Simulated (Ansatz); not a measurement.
**GeH3F (fluorogermane): CCSD(T)/aug-cc-pVDZ**

Aim: the electronic atomisation energy of GeH3F (fluorogermane) at CCSD(T)/aug-cc-pVDZ, from 4 runs. 

Program for the calculation: Ansatz 0.2.0.

55 further runs of the same task are left out: 6 that didn't finish, 49 set aside as unsound or not needed.

**1. The system as given**

GeH3F: 5 atoms, total charge 0, spin state singlet. SMILES: `[F][GeH3]`. The coordinates come from a PBE0-D4/def2-TZVP relaxation.

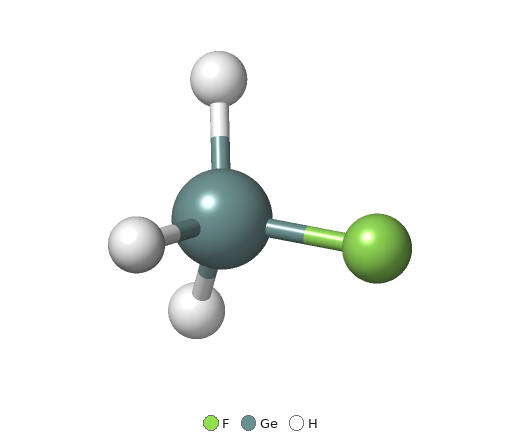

The structure, seen from a chosen angle (fluorine green, germanium teal, hydrogen white).

**2. A single-point energy at CCSD(T)/aug-cc-pVDZ**

File job.yaml:

```yaml
crystal:
  periodic: [false, false, false]
  atoms:
    - {symbol: F, position_ang: [-1.046500, 0.474300, 1.162200]}
    - {symbol: Ge, position_ang: [0.068200, -0.041600, -0.072800]}
    - {symbol: H, position_ang: [1.331000, -0.512000, 0.658600]}
    - {symbol: H, position_ang: [-0.627800, -1.178000, -0.831200]}
    - {symbol: H, position_ang: [0.325100, 1.183600, -0.958100]}
basis:
  gaussian:
    orbitals: aug-cc-pVDZ
scf:
  omitted_lower_state_checks: [cluster_reference, increment]
accuracy: high
correlation:
  method: ccsd_t
  frozen_orbitals: {F: 1, Ge: 9, H: 0}
magnetization:
  spin_polarized: false
```

Launch:

```
ansatz run job.yaml --threads 1 --pin off --max-ram 3480MiB --events-out events.jsonl --progress --plain --runs-dir runs
```

Output:

```text
Warning: RAYON_NUM_THREADS=1 ignored (pool sized by the plan → 1); use --threads N
Functional definition: HF
  name "HF"
  exchange = exact_x
  correlation = 0
these checks for a lower state are left out or cut short: cluster_reference, increment
1740 factors; integrals over basis functions are off by at most 4.5e-9 eV
mean field evaluation 1: about -59225.5372 eV, gradient 2.8e1 eV
mean field evaluation 2: about -59225.5556 eV, gradient 2.8e1 eV
mean field evaluation 4: about -59227.1525 eV, gradient 1.7e0 eV
mean field evaluation 8: about -59227.1672 eV, gradient 2.2e-4 eV
mean field -59227.16715714 eV, -2176.5582474091 hartree, gradient 1.1e-8 eV, S^2 0.000000; 0 other end points of the search recorded, 0 dependent functions left out
10 core orbitals not correlated: weight in the atoms' cores, before any rotation towards them, 1.000 or more for the frozen orbitals, at most 0.000 for the correlated occupied ones
reference -59227.16715714 eV, -2176.5582474091 hartree; 12, 12 occupied and 64, 64 virtual orbitals, 1740 factors
second order -9.26833278 eV of doubles, -0.00000000 eV of singles
cycle   1  -9.53445103 eV  change   -2.7e-1 eV  update   8.5e-2
cycle   2  -9.81696837 eV  change   -2.8e-1 eV  update   2.6e-2
cycle   3  -9.89763823 eV  change   -8.1e-2 eV  update   1.3e-2
cycle   4  -9.89384582 eV  change    3.8e-3 eV  update   2.4e-3
cycle   5  -9.89246760 eV  change    1.4e-3 eV  update   9.7e-4
cycle   6  -9.89275097 eV  change   -2.8e-4 eV  update   2.5e-4
cycle   7  -9.89273470 eV  change    1.6e-5 eV  update   9.1e-5
cycle   8  -9.89268925 eV  change    4.5e-5 eV  update   2.8e-5
cycle   9  -9.89268639 eV  change    2.9e-6 eV  update   9.4e-6
cycle  10  -9.89269268 eV  change   -6.3e-6 eV  update   3.3e-6
cycle  11  -9.89269061 eV  change    2.1e-6 eV  update   1.2e-6
cycle  12  -9.89269080 eV  change   -1.9e-7 eV  update   4.0e-7
cycle  13  -9.89269092 eV  change   -1.2e-7 eV  update   1.2e-7
cycle  14  -9.89269088 eV  change    4.5e-8 eV  update   4.6e-8
cycle  15  -9.89269091 eV  change   -2.9e-8 eV  update   2.1e-8
cycle  16  -9.89269131 eV  change   -4.0e-7 eV  update   8.2e-8
cycle  17  -9.89269135 eV  change   -3.4e-8 eV  update   2.1e-8
cycle  18  -9.89269137 eV  change   -2.6e-8 eV  update   6.6e-9
cycle  19  -9.89269137 eV  change   -1.9e-9 eV  update   2.3e-9
perturbative correction -0.24131282 eV, -0.0088680824 hartree
Total energy: -59237.30116133 eV, -2176.9306651940 hartree
Checks for a lower state left out: cluster_reference, increment
```

It took 12 s on 1 thread of Arm Neoverse V2, shared host; peak memory 0.46 GiB.

**3. The F atom, same level**

File input.yaml:

```yaml
crystal:
  periodic: [false, false, false]
  atoms:
    - {symbol: F, position_ang: [0.000000, 0.000000, 0.000000]}
basis:
  gaussian: {orbitals: aug-cc-pVDZ}
correlation: {method: ccsd_t, frozen_orbitals: {F: 1}}
accuracy: high
magnetization: {spin_polarized: true, initial_magnetization: 1}
scf: {omitted_lower_state_checks: [cluster_reference, increment]}
```

Run the same way, it converges to -99.55007 Eh (log not shown).

**4. The Ge atom at the same level**

File in.yaml:

```yaml
basis:
  gaussian: {orbitals: aug-cc-pVDZ}
crystal:
  periodic: [false, false, false]
  atoms:
    - {symbol: Ge, position_ang: [0.000000, 0.000000, 0.000000]}
correlation: {method: ccsd_t, frozen_orbitals: {Ge: 9}}
scf: {omitted_lower_state_checks: [cluster_reference, increment]}
magnetization: {spin_polarized: true, initial_magnetization: 2}
accuracy: high
```

Run the same way, it converges to -2075.36944 Eh (log not shown).

**5. The H atom: the energy at UHF/aug-cc-pVDZ**

File molecule.yaml:

```yaml
crystal:
  periodic: [false, false, false]
  atoms:
    - {symbol: H, position_ang: [0.000000, 0.000000, 0.000000]}
basis:
  gaussian:
    orbitals: aug-cc-pVDZ
magnetization:
  spin_polarized: true
  initial_magnetization: 1
hamiltonian:
  xc: hf
accuracy: high
```

Run the same way, it converges to -0.49933 Eh (log not shown).

**6. Summary of results**

At CCSD(T)/aug-cc-pVDZ, 10 core orbitals frozen:

| quantity | value |
| --- | --- |
| molecule: total energy | -2176.93067 Eh |
| molecule: correlation energy (10 core orbitals frozen) | -372.4 mEh |
| molecule: (T) correction | -8.87 mEh |
| molecule: T1 diagnostic | 0.011 |
| F atom: total energy | -99.55007 Eh |
| F atom: correlation energy (1 core orbital frozen) | -169.0 mEh |
| F atom: (T) correction | -2.32 mEh |
| F atom: ⟨S²⟩ of the reference determinant | 0.754 |
| F atom: T1 diagnostic | 0.010 |
| Ge atom: total energy | -2075.36944 Eh |
| Ge atom: correlation energy (9 core orbitals frozen) | -76.7 mEh |
| Ge atom: (T) correction | -1.91 mEh |
| Ge atom: ⟨S²⟩ of the reference determinant | 2.011 |
| Ge atom: T1 diagnostic | 0.006 |
| H atom: total energy | -0.49933 Eh |
| H atom: ⟨S²⟩ | 0.750 |
| electronic atomisation energy | 13.964 eV |

Taking the molecule apart into free atoms costs 13.96 eV (1347 kJ/mol), before zero-point energy and without spin-orbit coupling. The triples (molecule) make up 2.4 % of the correlation energy. The triples (F atom) make up 1.4 % of the correlation energy. The triples (Ge atom) make up 2.5 % of the correlation energy.
